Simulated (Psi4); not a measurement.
# UMP2/cc-pVDZ (density fitting, density fitting for correlation, sweep point 1) run of BH2F− (SMILES [BH2-]F)

What is the vertical electron affinity of BH2F− at UMP2/cc-pVDZ (density fitting, density fitting for correlation, sweep point 1)? 

Program for the calculation: Psi4 1.11.

## 1. The structure to begin with

BH2F− has 4 atoms, charge -1, and is taken as a doublet. SMILES: `[BH2-]F`. The coordinates come from a GFN2-xTB relaxation.

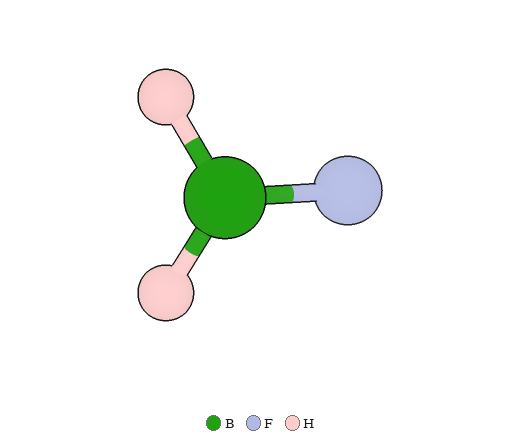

The structure, seen from a chosen angle (boron green, fluorine light blue, hydrogen pink).

## 2. The energy at UMP2/cc-pVDZ (density fitting, density fitting for correlation, sweep point 1)

File input.dat:

```
memory 1.6 GB

molecule {
  -1 2
  B     -0.086340     0.304430     0.102380
  F      1.031910    -0.468820     0.732960
  H     -1.140340    -0.333670     0.256190
  H      0.194760     0.498060    -1.091520
  symmetry c1
}

set basis cc-pVDZ
set reference uhf
set puream true
set scf_type df
set num_frozen_docc 0
set maxiter 150

result = energy("mp2")
```

Run with:

```console
psi4 -n 1 input.dat output.dat
```

output.dat:

```text
[...]
  Running in c1 symmetry.
[...]
  Nuclear repulsion =   24.681591575925811
[...]
  Multiplicity = 2
[...]
  Nalpha       = 9
  Nbeta        = 8
[...]
    Number of basis functions: 38
[...]
   @DF-UHF iter   1:  -125.21666382555452   -9.00906e-01   8.18648e-03 DIIS/ADIIS
[...]
   @DF-UHF iter  13:  -125.26135408248869   -8.10019e-13   4.90077e-09 DIIS
[...]
   @S^2 Observed:                7.539762895E-01
[...]
    Orbital Energies [Eh]
    ---------------------
    Alpha Occupied:
       1A    -25.979202     2A     -7.364320     3A     -1.265814
       4A     -0.470088     5A     -0.366663     6A     -0.361003
       7A     -0.312852     8A     -0.188993     9A     -0.030203
    Alpha Virtual:
      10A      0.441758    11A      0.497368    12A      0.500813
      13A      0.646790    14A      0.673104    15A      0.780999
      16A      0.865966    17A      1.013060    18A      1.083016
      19A      1.165522    20A      1.176675    21A      1.289822
      22A      1.542361    23A      1.702044    24A      1.860155
      25A      1.882112    26A      1.970614    27A      1.977729
[...]
  @DF-UHF Final Energy:  -125.26135408248869
   => Energetics <=
    Nuclear Repulsion Energy =             24.6815915759258111
    One-Electron Energy =                -227.3617631704467499
    Two-Electron Energy =                  77.4188175120322484
    Total Energy =                       -125.2613540824886940
  UHF NO Occupations:
  HONO-2 :    7  A 1.9996079
  HONO-1 :    8  A 1.9986539
[...]
 Multipole Moments:
 ------------------------------------------------------------------------------------
     Multipole            Electronic (a.u.)      Nuclear  (a.u.)        Total (a.u.)
 ------------------------------------------------------------------------------------
 L = 1.  Multiply by 2.5417464519 to convert [e a0] to [Debye]
 Dipole X            :          2.4661773           -1.7653708            0.7008065
 Dipole Y            :         -0.7609368            0.3023381           -0.4585987
 Dipole Z            :          1.9737291           -1.5623787            0.4113504
 Magnitude           :                                                    0.9330871
[...]
```

It took 1.2 s on 1 thread of Intel Xeon 6975P-C (Granite Rapids), shared host; peak memory 0.19 GiB.

## 3. Singlet [BH2F]2−, same level

File bfh2.inp:

```
memory 1600 mb

molecule {
  -2 1
  B     -0.086340     0.304430     0.102380
  F      1.031910    -0.468820     0.732960
  H     -1.140340    -0.333670     0.256190
  H      0.194760     0.498060    -1.091520
  symmetry c1
}

set globals {
  puream          true
  scf_type        df
  num_frozen_docc 0
}

energy("mp2/cc-pVDZ")
print_variables()
```

Run with:

```console
psi4 -i bfh2.inp -o bfh2.out -n 1
```

bfh2.out:

```text
[...]
  Running in c1 symmetry.
[...]
  Nuclear repulsion =   24.681591575925811
[...]
  Multiplicity = 1
[...]
  Nalpha       = 9
  Nbeta        = 9
[...]
    Number of basis functions: 38
[...]
   @DF-RHF iter   1:  -124.76304915825240   -4.47291e-01   1.23165e-02 ADIIS/DIIS
[...]
   @DF-RHF iter  12:  -124.90701825397949   -5.91172e-12   8.23038e-09 DIIS
[...]
    Orbital Energies [Eh]
    ---------------------
    Doubly Occupied:
       1A    -25.721380     2A     -7.070991     3A     -1.012038
       4A     -0.201133     5A     -0.109070     6A     -0.107912
       7A     -0.044675     8A      0.076064     9A      0.320926
[...]
  @DF-RHF Final Energy:  -124.90701825397949
   => Energetics <=
    Nuclear Repulsion Energy =             24.6815915759258111
    One-Electron Energy =                -231.4368015769751992
    Two-Electron Energy =                  81.8481917470699045
    Total Energy =                       -124.9070182539794871
[...]
 Multipole Moments:
 ------------------------------------------------------------------------------------
     Multipole            Electronic (a.u.)      Nuclear  (a.u.)        Total (a.u.)
 ------------------------------------------------------------------------------------
 L = 1.  Multiply by 2.5417464519 to convert [e a0] to [Debye]
 Dipole X            :          3.8243388           -1.7653708            2.0589680
 Dipole Y            :         -2.2243349            0.3023381           -1.9219968
 Dipole Z            :          2.4160942           -1.5623787            0.8537154
 Magnitude           :                                                    2.9431702
[...]
```

Wall time 1.2 s (1 thread of Intel Xeon 6975P-C (Granite Rapids), shared host); peak memory 0.2 GiB.

## 4. Summary of results

At UMP2/cc-pVDZ (density fitting, density fitting for correlation, sweep point 1):

```
                                                                 quantity          value
                                              doublet BH2F−: total energy  -125.54858 Eh
doublet BH2F−: HOMO energy (Hartree–Fock orbitals) (highest over α and β)       -0.82 eV
 doublet BH2F−: LUMO energy (Hartree–Fock orbitals) (lowest over α and β)       10.36 eV
                                        doublet BH2F−: correlation energy     -287.2 mEh
                         doublet BH2F−: ⟨S²⟩ of the reference determinant          0.754
                                           singlet [BH2F]2−: total energy  -125.21589 Eh
                    singlet [BH2F]2−: HOMO energy (Hartree–Fock orbitals)        8.73 eV
                    singlet [BH2F]2−: LUMO energy (Hartree–Fock orbitals)       18.46 eV
  singlet [BH2F]2−: HOMO–LUMO gap (to an unbound level, set by the basis)        9.73 eV
                                     singlet [BH2F]2−: correlation energy     -308.9 mEh
                      vertical electron affinity (to the singlet dianion)      -9.053 eV
```

What this shows: The dianion lies 9.05 eV (873 kJ/mol) above the anion: the electron isn't bound at this level, and such a value depends on the basis. Without diffuse functions anions come out too high. The HOMO (singlet [BH2F]2−) lies at positive energy, 8.73 eV: the electron is unbound at this level or held by a compact basis; values depend on the basis.
